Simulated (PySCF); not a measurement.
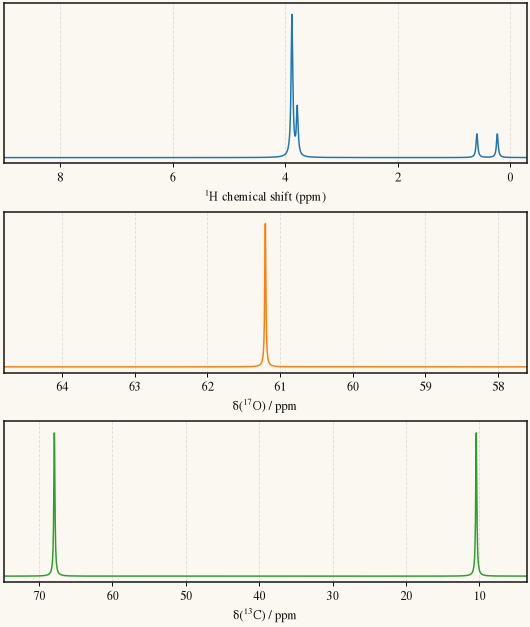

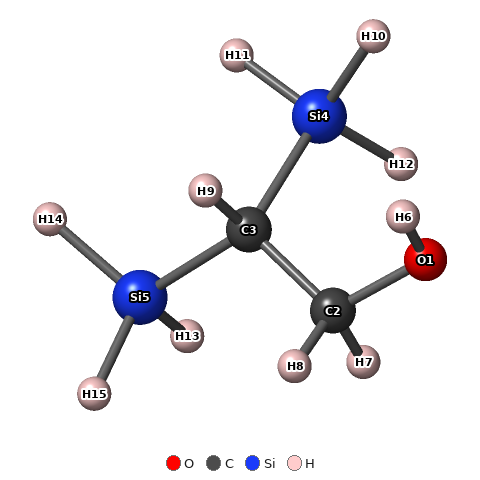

Spectrum and numbered structure of C₂H₁₀OSi₂, SMILES OCC([SiH3])[SiH3]. GIAO shifts, CAM-B3LYP/pcSseg-2 with PySCF, at a PBE0-D3(BJ)/def2-SVP geometry (no frequency check), against TMS for ¹H, H₂O for ¹⁷O and TMS for ¹³C computed at the same level (¹⁷O: a single water molecule, while the usual scale starts at liquid water and gives values some tens of ppm lower). Gas phase, fully decoupled, line heights follow the number of nuclei, widths are arbitrary (no quadrupolar broadening); values of one conformer, averaged over nuclei that symmetry or rotation about single bonds exchange, these motions taken as fast; other conformers aren't averaged in. Protons on N, O or S are those of the isolated molecule, without hydrogen bonds to neighbours or exchange.

Which atoms give which ¹H line?

```
δ (ppm)  nuclei                         atoms
   3.88       6  H10, H11, H12, H13, H14, H15
   3.78       2                        H7, H8
   0.59       1                            H9
   0.23       1                            H6
```

Where does the ¹⁷O line lie?

At 61.2 ppm (O1).

Which atoms give which ¹³C line?

| δ (ppm) | nuclei | atoms |
| --- | --- | --- |
| 67.9 | 1 | C2 |
| 10.4 | 1 | C3 |
